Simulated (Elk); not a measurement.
Band structure of ZrBeB (P-6m2, 3 atoms in the cell).

```
CELL_PARAMETERS angstrom
      3.41327     0.00000     0.00000
     -1.70663     2.95598     0.00000
      0.00000     0.00000     3.49602
ATOMIC_POSITIONS crystal
  Zr 0.00000 0.00000 0.00000
  Be 0.33333 0.66667 0.50000
  B  0.66667 0.33333 0.50000
```

Computed with PBEsol, all-electron FP-LAPW, Elk's shipped species files, APW+lo basis with extra local orbitals (Elk).

Settings: xctype = 22; rgkmax = 8; stype = 0; swidth = 0.00367493 Ha; ngridk = 11 11 9; gmaxvr = 16 1/bohr; nxlo = 2; lorbcnd = true; rmtscf = 0.97; lmaxi = 3.

The starting cell comes from a database of computed structures (which also holds hypothetical and non-ambient phases and stackings), without a prior relaxation at this level. Values depend on the basis (sphere radii, cutoffs, local orbitals), which need not be converged.

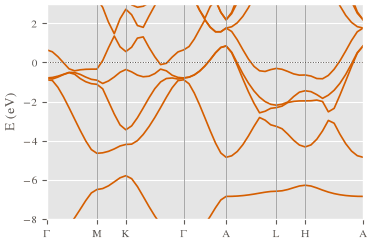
Fig. 1. Bands along the path, energies from the Fermi level.

Levels in eV from the Fermi level, bands 5 to 12:
```csv
point,5,6,7,8,9,10,11,12
Γ,-9.11,-0.89,-0.79,-0.79,0.64,4.01,4.01,5.56
M,-6.49,-4.64,-1.12,-0.91,-0.34,3.27,4.84,4.92
K,-5.79,-4.19,-3.44,-0.36,0.56,2.72,3.27,3.51
A,-6.85,-4.85,0.84,0.84,1.75,1.75,2.18,2.18
L,-6.58,-3.27,-2.31,-2.19,-0.31,5.14,5.19,5.75
H,-6.28,-4.32,-1.96,-1.45,-0.64,4.97,6.26,6.89
```

Bands cross the Fermi level along this path, so the cell is metallic at this level.
